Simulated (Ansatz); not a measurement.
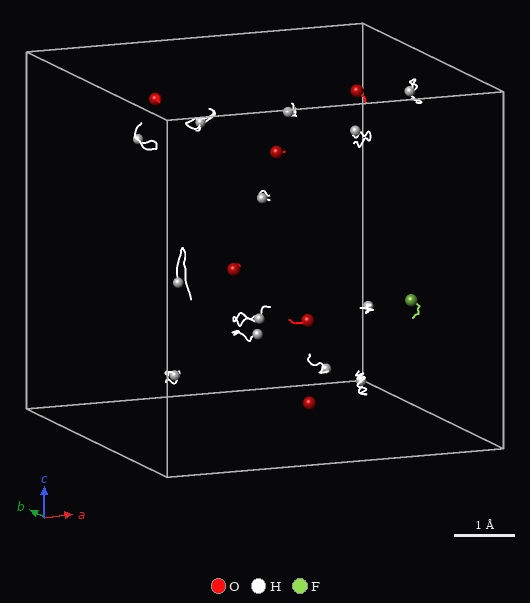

First-principles dynamics of a periodic cell with 6 H2O + 1 HF at 0.904 g/cm³, 45 fs long. Lines trace each atom's path, in the colour of its element; spheres stand at the starting positions. Seen slightly off an axis in the simulation cell.

Method: Ansatz 0.2.0, DFT r2SCAN-D3(BJ), scalar-relativistic, plane waves, PAW. Settings: plane-wave cutoff 500 eV; k-point mesh 1 × 1 × 1; Fermi-Dirac smearing 0.02 eV; low-accuracy preset; Langevin thermostat (NVT); set temperature 700 K; time step 0.5 fs; friction 0.02 per fs.

Input
```yaml
accuracy: low
crystal:
  lattice:
    - [6.174505, 0.0, 0.0]
    - [0.0, 6.174505, 0.0]
    - [0.0, 0.0, 6.174505]
  atoms:
    - { symbol: O, position: [0.20942775, 1.02716387, 0.56063309] }
    - { symbol: H, position: [0.06203759, 1.06945662, 0.52709611] }
    - { symbol: H, position: [0.28106314, 1.01675154, 0.41906224] }
    - { symbol: O, position: [0.45623228, 0.31331125, 0.81443373] }
    - { symbol: H, position: [0.37679712, 0.22575848, 0.70883491] }
    - { symbol: H, position: [0.4531819, 0.22291597, 0.94447724] }
    - { symbol: O, position: [0.43350592, 0.02446767, 0.16878879] }
    - { symbol: H, position: [0.58010161, 0.00840038, 0.22256747] }
    - { symbol: H, position: [0.39692818, -0.1045084, 0.08227461] }
    - { symbol: O, position: [0.63645435, 0.52258541, 0.28839722] }
    - { symbol: H, position: [0.70281693, 0.55073651, 0.14268588] }
    - { symbol: H, position: [0.48296358, 0.51210367, 0.26438362] }
    - { symbol: O, position: [0.80629061, 0.57835711, 0.90743488] }
    - { symbol: H, position: [0.9649107, 0.58284248, 0.89270843] }
    - { symbol: H, position: [0.75065854, 0.45724048, 0.82337464] }
    - { symbol: O, position: [0.26223397, 0.71062619, 0.90233584] }
    - { symbol: H, position: [0.34207136, 0.58115625, 0.85585161] }
    - { symbol: H, position: [0.24893466, 0.80229438, 0.7739872] }
    - { symbol: F, position: [0.79953228, 0.17644127, 0.39846319] }
    - { symbol: H, position: [0.73164942, 0.31931498, 0.36015869] }
basis:
  ecutwfc: 500.0
kpoints:
  mp_grid: { grid: [1, 1, 1] }
hamiltonian:
  xc: r2scan
  dispersion: d3bj
scf:
  occupations: { method: fermi_dirac, width: 0.02 }
  lower_state_search: "off"
md:
  timestep: 0.5
  n_steps: 90
  ensemble: nvt_langevin
  temperature: 700.0
  initial_velocities: maxwell_boltzmann
  seed: 773255
  friction: 0.02
```

Run as
```bash
ansatz run input.yaml --threads 1 --pin off --max-ram 3072MiB --backend cpu --events-out ev --progress --plain --runs-dir out
```

Describe the motion.

In the second half of the run the atoms are, in the root-mean-square, this far from where they began (common drift taken out): F 0.27 Å, H 0.27 Å, O 0.23 Å. The heavy atoms stay within a fraction of a molecule's size of their starting places; so short a run doesn't tell a liquid from a solid. Over the second half the temperature averages 547 K (spread ±59 K). The potential energy in the second half lies on average 56.9 meV per atom above the first frame.

Limits of the set-up: the program's low-accuracy preset was used; the periodic images lie only 6.2 Å apart, so the values are limited by the cell's size.

Cost: 12 min on 1 thread of Arm Neoverse V2, with other jobs on the host, peak memory 0.53 GiB.
